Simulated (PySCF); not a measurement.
# Geometry relaxation, with input and output: CH9AsGaN

- system: CH9AsGaN
- method: PBE0-D3(BJ)/def2-SVP geometry optimisation, gas phase (PySCF 2.14.0)

It belongs to a series of runs on one base structure; here: H on Ga replaced by NHCH3.

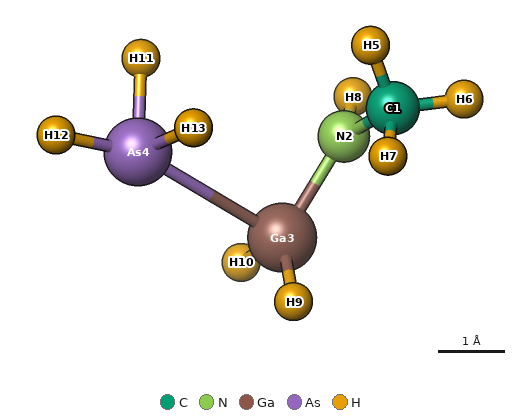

Figure 1. The starting structure (ball-and-stick view, seen at a tilt; atoms are numbered from 1 in the order of the input). Sticks mark near contacts. Bond lengths as drawn: As–Ga 2.84 Å, As–H 1.49 to 1.52 Å, C–H 1.09 to 1.12 Å, C–N 1.43 Å, Ga–H 1.53 to 1.56 Å, Ga–N 1.82 Å and H–N 1.00 Å.

Results in brief:

- outcome: converged
- total energy: −4257.750993 hartree
- dipole moment: 2.27 D
- point group: C1
- hardware: 1 CPU thread, shared host
- wall time: 1.7 min
- peak memory: 0.52 GiB

Input file:
```
{"job": {"xc": "PBE0", "basis": "def2-SVP", "d3": "d3bj", "grid": 1, "shake": 0.01, "kind": "geom"}, "charge": 0, "multiplicity": 1}
C     -1.636910     0.807540    -0.477750
N     -1.128070    -0.338920     0.209130
Ga    -0.061240    -1.600410    -0.545120
As     2.208900     0.000300     0.041560
H     -1.318560     1.763230    -0.032280
H     -2.756660     0.842300    -0.496310
H     -1.293150     0.810180    -1.516960
H     -1.514160    -0.412480     1.131790
H      0.149900    -1.522110    -2.053710
H      0.269170    -2.861150     0.311960
H      1.895000     0.739120     1.317240
H      3.566360     0.601580    -0.001050
H      1.625230     1.153940    -0.760060
```

The first line tells a small driver script what to run in PySCF; the rest is the geometry in Å.

Launch command:
```bash
OMP_NUM_THREADS=1 python <driver script> task.json out
```

Log:
```
step   0  E = -4257.74505509  max force = 0.016853
step   1  E = -4257.74981034  max force = 0.007185
step   2  E = -4257.75029529  max force = 0.003283
step   3  E = -4257.75051720  max force = 0.003011
step   4  E = -4257.75068861  max force = 0.001839
step   5  E = -4257.75084002  max force = 0.001077
step   6  E = -4257.75089158  max force = 0.001209
step   7  E = -4257.75096243  max force = 0.000780
step   8  E = -4257.75098219  max force = 0.000478
step   9  E = -4257.75099337  max force = 0.000442
optimisation converged
```

Trajectory as extended XYZ (Å, eV, eV/Å), 8 of the 10 frames kept, from step=0 to step=9:
```
13
Properties=species:S:1:pos:R:3:forces:R:3 step=0 energy=-115859.14427
C    -1.6369    0.8075   -0.4778   -0.6572   0.2008   0.0277
N    -1.1281   -0.3389    0.2091   -0.0517   0.2411  -0.3424
Ga   -0.0612   -1.6004   -0.5451   -0.0363  -0.7527   0.4986
As    2.2089    0.0003    0.0416   -0.6955   0.3771   0.0197
H    -1.3186    1.7632   -0.0323    0.1273   0.2186   0.0848
H    -2.7567    0.8423   -0.4963    0.3863  -0.0512  -0.0900
H    -1.2932    0.8102   -1.5170    0.0142   0.0353  -0.2494
H    -1.5142   -0.4125    1.1318    0.0522  -0.2347   0.5522
H     0.1499   -1.5221   -2.0537    0.0892   0.1578  -0.6512
H     0.2692   -2.8611    0.3120    0.0095  -0.0645   0.1150
H     1.8950    0.7391    1.3172   -0.1200  -0.1153   0.3167
H     3.5664    0.6016   -0.0010    0.8666   0.0608  -0.1586
H     1.6252    1.1539   -0.7601    0.0153  -0.0732  -0.1232
13
Properties=species:S:1:pos:R:3:forces:R:3 step=1 energy=-115859.27367
C    -1.6002    0.8295   -0.4671    0.0110  -0.0490  -0.0256
N    -1.0803   -0.3507    0.1717   -0.1013  -0.1159   0.1904
Ga   -0.0802   -1.7105   -0.5646   -0.0070   0.0142  -0.1924
As    2.0977    0.0887    0.0484    0.2549   0.3695   0.0873
H    -1.2143    1.7712   -0.0302    0.0268   0.0171   0.0168
H    -2.7045    0.8914   -0.4231    0.0002  -0.0163  -0.0431
H    -1.3199    0.8358   -1.5326   -0.0214   0.0058  -0.0086
H    -1.3952   -0.4484    1.1350    0.1230   0.0355  -0.1266
H     0.1314   -1.6192   -2.1268   -0.0215   0.0033   0.1452
H     0.2477   -2.9513    0.3333   -0.0456   0.0578   0.0209
H     1.7818    0.7939    1.3563    0.0094  -0.1293   0.0289
H     3.5527    0.5970    0.0012   -0.1844  -0.1887   0.0016
H     1.5896    1.2560   -0.7730   -0.0442  -0.0042  -0.0948
13
Properties=species:S:1:pos:R:3:forces:R:3 step=3 energy=-115859.29290
C    -1.6392    0.8133   -0.4836    0.0259  -0.0064  -0.0267
N    -1.0822   -0.3381    0.1761   -0.0614   0.0256  -0.0505
Ga   -0.0830   -1.6835   -0.5741    0.0274  -0.0242  -0.0075
As    2.1317    0.1100    0.0466   -0.1548   0.0048  -0.0762
H    -1.2579    1.7759   -0.0863   -0.0121  -0.0160   0.0009
H    -2.7438    0.8563   -0.4244   -0.0001  -0.0059   0.0119
H    -1.3864    0.7902   -1.5558    0.0114   0.0116  -0.0044
H    -1.3507   -0.4076    1.1495    0.0117   0.0095   0.1055
H     0.0916   -1.5782   -2.1243    0.0152  -0.0084  -0.0645
H     0.2505   -2.9170    0.3268   -0.0013   0.0101   0.0272
H     1.8393    0.7099    1.4067    0.0224   0.0139   0.0119
H     3.5912    0.5345    0.0070    0.1089  -0.0003   0.0207
H     1.6452    1.3174   -0.7358    0.0068  -0.0143   0.0517
13
Properties=species:S:1:pos:R:3:forces:R:3 step=4 energy=-115859.29757
C    -1.6619    0.8084   -0.4910    0.0129  -0.0043  -0.0304
N    -1.0871   -0.3318    0.1721   -0.0467   0.0231  -0.0377
Ga   -0.0857   -1.6747   -0.5828    0.0262   0.0061   0.0222
As    2.1380    0.1146    0.0430   -0.0945  -0.0512  -0.0518
H    -1.2857    1.7778   -0.1064   -0.0086  -0.0058   0.0039
H    -2.7662    0.8409   -0.4194   -0.0002   0.0011   0.0102
H    -1.4215    0.7792   -1.5661    0.0118   0.0077   0.0040
H    -1.3321   -0.3869    1.1536    0.0131  -0.0044   0.0571
H     0.0815   -1.5753   -2.1353    0.0063  -0.0123  -0.0415
H     0.2534   -2.8992    0.3291    0.0090   0.0056   0.0122
H     1.8780    0.6821    1.4233    0.0130   0.0129   0.0140
H     3.6128    0.4916    0.0065    0.0658   0.0003   0.0141
H     1.6826    1.3563   -0.6980   -0.0082   0.0211   0.0236
13
Properties=species:S:1:pos:R:3:forces:R:3 step=5 energy=-115859.30168
C    -1.6943    0.8048   -0.5033    0.0051  -0.0026  -0.0070
N    -1.0954   -0.3202    0.1645   -0.0252   0.0106  -0.0034
Ga   -0.0877   -1.6603   -0.5914    0.0198   0.0554   0.0275
As    2.1421    0.1167    0.0331   -0.0080  -0.0326  -0.0207
H    -1.3287    1.7829   -0.1318   -0.0007   0.0044   0.0046
H    -2.7982    0.8225   -0.4179    0.0009   0.0025   0.0005
H    -1.4651    0.7700   -1.5807    0.0062  -0.0005   0.0051
H    -1.3063   -0.3551    1.1562    0.0037  -0.0119  -0.0136
H     0.0634   -1.5745   -2.1488   -0.0038  -0.0222   0.0009
H     0.2686   -2.8684    0.3373    0.0146   0.0027  -0.0058
H     1.9345    0.6269    1.4457    0.0049  -0.0084   0.0015
H     3.6380    0.4203   -0.0034   -0.0121  -0.0007   0.0027
H     1.7352    1.4176   -0.6311   -0.0054   0.0031   0.0078
13
Properties=species:S:1:pos:R:3:forces:R:3 step=6 energy=-115859.30309
C    -1.7064    0.8073   -0.5080    0.0052   0.0018   0.0037
N    -1.1007   -0.3124    0.1619   -0.0070  -0.0004   0.0018
Ga   -0.0872   -1.6503   -0.5918    0.0178   0.0622   0.0214
As    2.1425    0.1130    0.0252    0.0138  -0.0346  -0.0053
H    -1.3479    1.7883   -0.1371    0.0014   0.0043   0.0023
H    -2.8106    0.8181   -0.4236   -0.0001   0.0022  -0.0038
H    -1.4748    0.7726   -1.5848    0.0005   0.0001   0.0017
H    -1.3011   -0.3415    1.1561   -0.0050  -0.0107  -0.0224
H     0.0551   -1.5776   -2.1514   -0.0077  -0.0202   0.0100
H     0.2812   -2.8497    0.3435    0.0110  -0.0016  -0.0055
H     1.9577    0.5897    1.4527    0.0014  -0.0112   0.0001
H     3.6444    0.3876   -0.0143   -0.0246   0.0012  -0.0029
H     1.7539    1.4381   -0.5999   -0.0069   0.0071  -0.0010
13
Properties=species:S:1:pos:R:3:forces:R:3 step=8 energy=-115859.30555
C    -1.7199    0.8274   -0.5155    0.0008   0.0062   0.0118
N    -1.1146   -0.2888    0.1598    0.0246  -0.0062   0.0095
Ga   -0.0849   -1.6211   -0.5827    0.0089   0.0089  -0.0123
As    2.1394    0.0877    0.0006    0.0159  -0.0015   0.0190
H    -1.3806    1.8102   -0.1313    0.0041   0.0010  -0.0025
H    -2.8258    0.8259   -0.4539   -0.0003   0.0017  -0.0035
H    -1.4652    0.8020   -1.5872   -0.0058   0.0002  -0.0036
H    -1.3133   -0.3151    1.1540   -0.0161   0.0006  -0.0098
H     0.0302   -1.5928   -2.1460   -0.0065  -0.0023   0.0077
H     0.3105   -2.8037    0.3648   -0.0102  -0.0028   0.0041
H     2.0090    0.4786    1.4594   -0.0027  -0.0073  -0.0003
H     3.6473    0.3140   -0.0619   -0.0117   0.0010  -0.0158
H     1.7739    1.4590   -0.5316   -0.0009   0.0005  -0.0042
13
Properties=species:S:1:pos:R:3:forces:R:3 step=9 energy=-115859.30586
C    -1.7096    0.8387   -0.5133   -0.0020   0.0006   0.0005
N    -1.1153   -0.2833    0.1621    0.0153   0.0096   0.0053
Ga   -0.0887   -1.6187   -0.5779    0.0032  -0.0227  -0.0150
As    2.1368    0.0746   -0.0038   -0.0077   0.0118   0.0136
H    -1.3685    1.8183   -0.1227    0.0027   0.0008  -0.0017
H    -2.8161    0.8423   -0.4616    0.0009   0.0028   0.0025
H    -1.4472    0.8163   -1.5833   -0.0015   0.0002  -0.0009
H    -1.3264   -0.3144    1.1534   -0.0080   0.0008   0.0041
H     0.0218   -1.5984   -2.1412   -0.0007   0.0046  -0.0019
H     0.3003   -2.8039    0.3696   -0.0123   0.0012   0.0058
H     2.0166    0.4591    1.4574    0.0021  -0.0045   0.0008
H     3.6421    0.3069   -0.0813    0.0058  -0.0013  -0.0125
H     1.7604    1.4459   -0.5289    0.0022  -0.0039  -0.0006
```

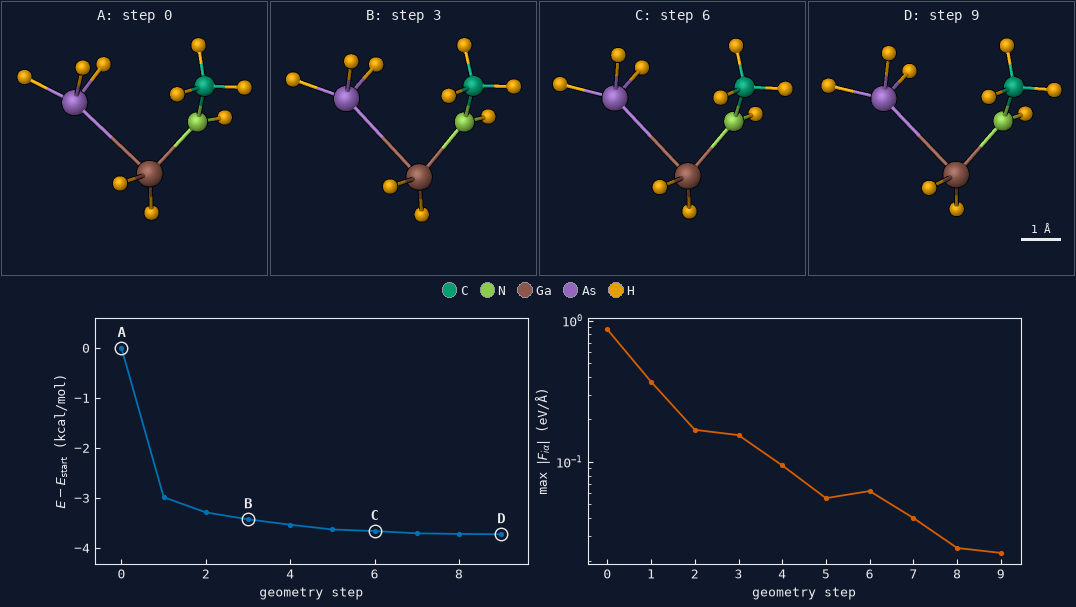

Figure 2. Frames of the relaxation (ball-and-stick view, seen at a tilt) above the curves, on which the letters mark them (steps are counted from 0).

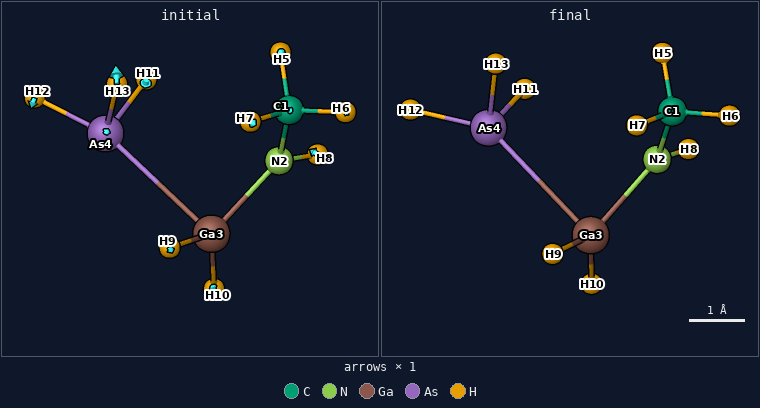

Figure 3. Before (left) and after (right) the relaxation, at one scale (ball-and-stick view, seen at a tilt). The teal arrows give the displacements, at true length. The atom that moves furthest after the best rigid fit is H13 (0.41 Å). By element the largest moves are H 0.41 Å, As 0.15 Å, C 0.10 Å, N 0.07 Å, Ga 0.03 Å. Among the contacts that change: Ga3–H9 1.525 → 1.567 Å, As4–H12 1.485 → 1.525 Å, N2–Ga3 1.816 → 1.840 Å, Ga3–As4 2.839 → 2.855 Å. Among the angles that change: Ga3–As4–H13 90.7° → 105.9°, Ga3–As4–H12 162.4° → 148.2°, H11–As4–H13 89.7° → 94.9°. The energy falls by 3.73 kcal/mol in 9 geometry steps. The largest force component goes from 0.87 to 0.023 eV/Å. (Atoms are counted from 1 in the order of the input.)
